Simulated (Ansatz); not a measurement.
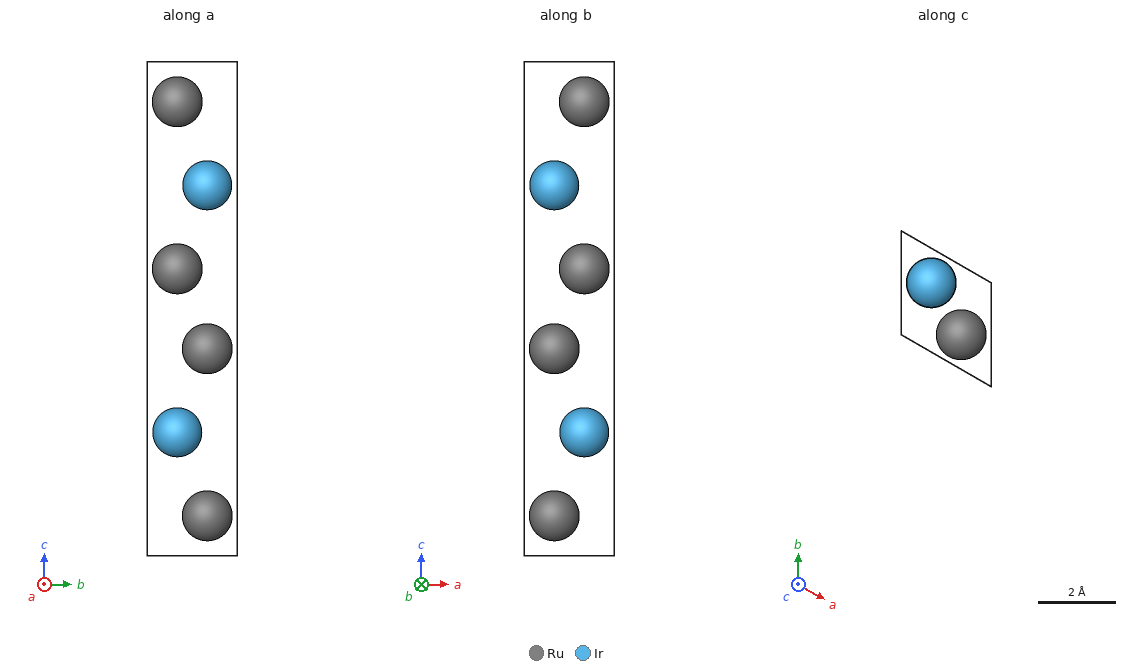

Drawn in the spheres-only manner and seen along the a axis, along the b axis and along the c axis. The lines enclose the conventional unit cell; boundary atoms appear with their images.

Lattice parameters: a = 2.7324 Å, b = 2.7324 Å, c = 12.9966 Å, α = 90.000°, β = 90.000°, γ = 120.000°.

**Express the structure as a CIF in P1 with every atom of the cell, with free fractional coordinates to two decimals.**

```cif
data_structure
_symmetry_space_group_name_H-M 'P 1'
_symmetry_Int_Tables_number 1
_cell_length_a 2.7324
_cell_length_b 2.7324
_cell_length_c 12.9966
_cell_angle_alpha 90.000
_cell_angle_beta 90.000
_cell_angle_gamma 120.000
_cell_volume 84.03
loop_
_atom_site_label
_atom_site_type_symbol
_atom_site_fract_x
_atom_site_fract_y
_atom_site_fract_z
_atom_site_occupancy
Ru1 Ru 0.3333 0.6667 0.08 1
Ru2 Ru 0.3333 0.6667 0.42 1
Ru3 Ru 0.6667 0.3333 0.58 1
Ru4 Ru 0.6667 0.3333 0.92 1
Ir1 Ir 0.3333 0.6667 0.75 1
Ir2 Ir 0.6667 0.3333 0.25 1
```

The structure comes from a structure type filled with these elements by a generator (whether the compound takes this form wasn't checked). Earlier steps of the study may have refined or changed the cell and positions. It was run through Ansatz as a DFT input.
